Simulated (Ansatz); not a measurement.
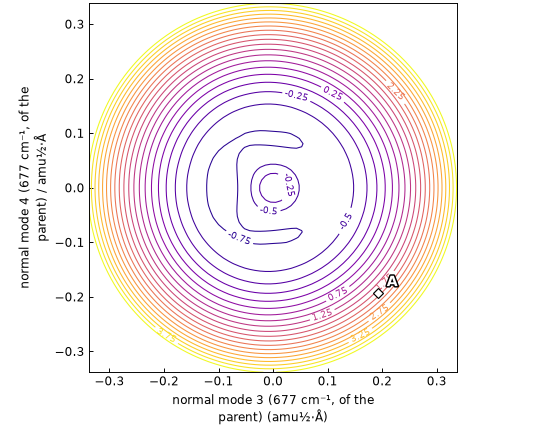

H₃OSn, spin multiplicity 2. First axis: normal mode 3 (677 cm⁻¹, of the parent). Second axis: normal mode 4 (677 cm⁻¹, of the parent). Nothing is relaxed (straight displacements along the two mass-weighted modes). The grid has 15 × 15 points. Points are written as (first, second). Energies are in kJ/mol, from the ion of charge +0 at the geometry of the relaxed parent of charge -1. Near the degeneracy a single determinant is a rough description. These are results of Ansatz, UKS SPW92 (LDA)/def2-TZVPD, not measurements.

Drawn: contour lines labelled in kJ/mol (none above 4), the point A. Between grid points the surface is interpolated.

Which way does the force act at A, and how strong is it?

A, at (0.193 amu½·Å, −0.193 amu½·Å), is not a stationary point. The computed force is 21 kJ/mol for each amu½·Å towards smaller values of the first coordinate and 21 kJ/mol for each amu½·Å towards larger values of the second coordinate.
